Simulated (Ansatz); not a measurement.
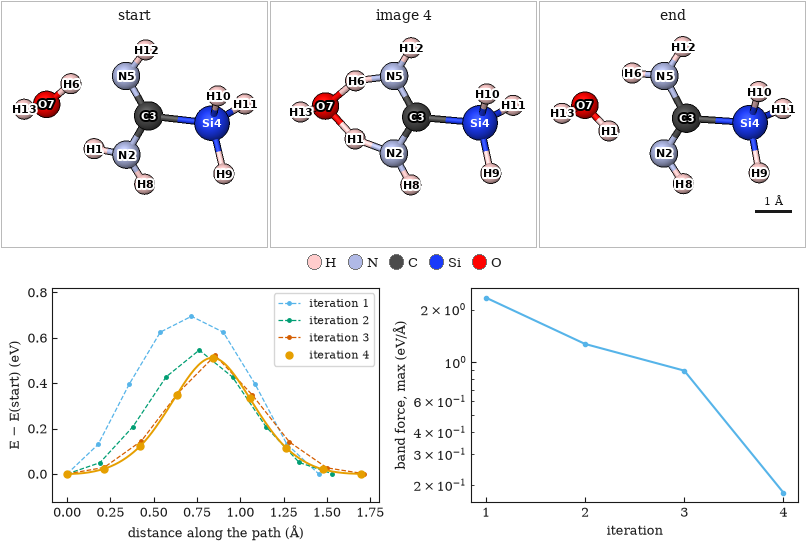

A search for the minimum-energy path of CH₈N₂OSi by the nudged elastic band. Images are numbered from 0 (start) to 8 (end). The plot follows the band through its iterations. A ball-and-stick model, seen at a tilt.

Theory: Ansatz 0.2.0, UKS PBE-D4/6-31G*. Settings: 7 movable images; climbing image; force threshold 0.5 eV/Å; iteration limit 60; starting path through a guess of the saddle point.

Question: Judge this run.

Answer: The run met only a loose threshold, so the barrier can't be trusted yet. The band converged in 4 iterations. The largest component of the band force went from 2.3 to 0.18 eV/Å. The climbing image converged on the top of the path. Its curvatures weren't checked. The force threshold is so loose that the height of the top is at best an upper bound. The first iteration put the highest image at 0.69 eV. The two ends have nearly the same energy, and the highest point, image 4, lies 0.51 eV above the start.
